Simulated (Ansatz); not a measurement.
Br2GeH2 (SMILES [Br][GeH2][Br])

```tsv
atom	x (Å)	y (Å)	z (Å)
Br	-0.8329	0.4175	1.9587
Ge	-0.1013	0.0078	-0.1777
Br	2.0820	-0.6957	-0.1029
H	-0.1514	1.3219	-0.9582
H	-0.9466	-1.1251	-0.7612
```

Geometry: PBE0-D4/def2-TZVP.

All numbers below come from RKS PBE0-D4/def2-TZVPP in Ansatz.

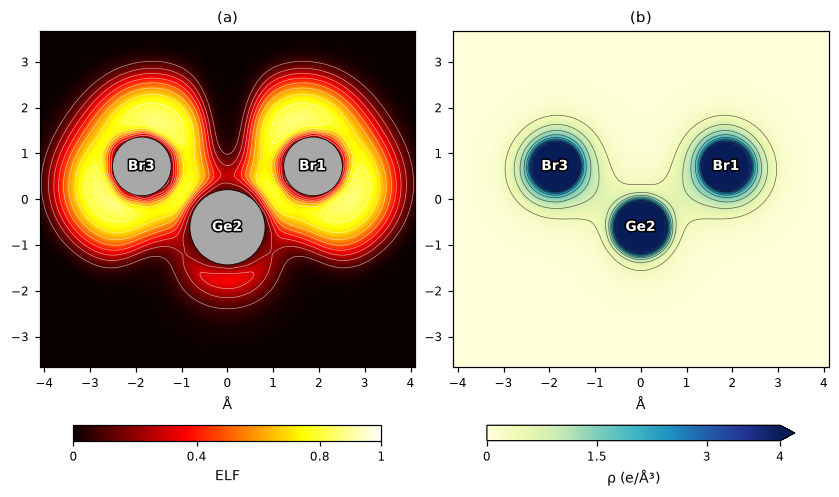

Figure 1. (a) electron localisation function; (b) total electron density on the plane of atoms Br1, Ge2 and Br3. Grey discs cover the atomic cores in the ELF map.

Question: What does the map show?

Answer:
- The plane passes through Br and Ge nuclei.
- Ge–Br (2.30 Å): ρ at the midpoint is about 0.71 e/Å³; the ELF peaks at about 0.80 in the valence shell of Br, 1.1 Å from its nucleus, and is about 0.75 at the midpoint.
- The ELF also peaks beside Br3 and Br1, away from the bonds: lone-pair regions.

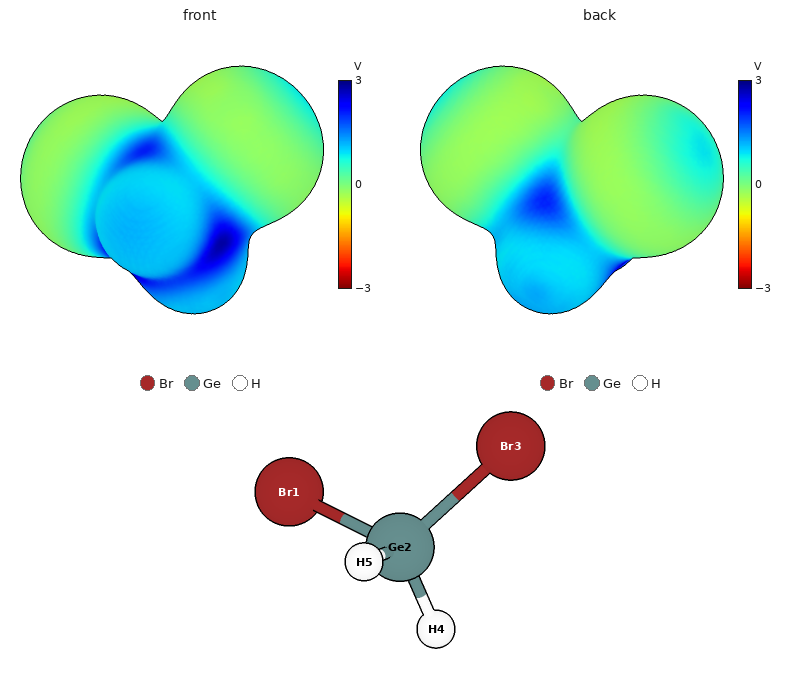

Figure 2. The molecular electrostatic potential painted on the density surface at 0.004 e/bohr³, seen from the front and from behind; red is negative and blue positive. The bare structure is drawn below in the same view.

Question: Where is the surface potential most negative and most positive?

Answer: The most negative region (about −0.3 V) lies over Br1 and Br3, the most positive (about +2.7 V) over Ge2. Br1 shows a σ-hole: about +0.9 V at the tip opposite its bond, against about −0.2 V on its flanks. Br3 shows a σ-hole: about +0.9 V at the tip opposite its bond, against about −0.2 V on its flanks.

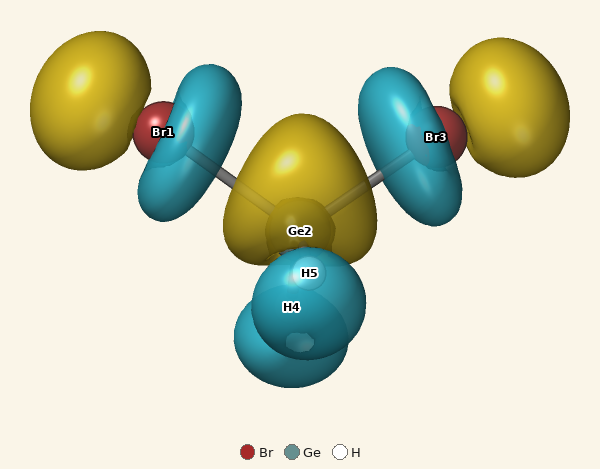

Figure 3. The LUMO at ±0.1 Å⁻³ᐟ² (yellow and cyan are the two phases), seen at a tilt.

Question: Describe this orbital and give its energy.

Answer: It lies mainly on Ge2 (about 35 %), Br1 (about 25 %), Br3 (about 25 %), H4 (about 5 %) and H5 (about 5 %). Its energy is −1.27 eV.
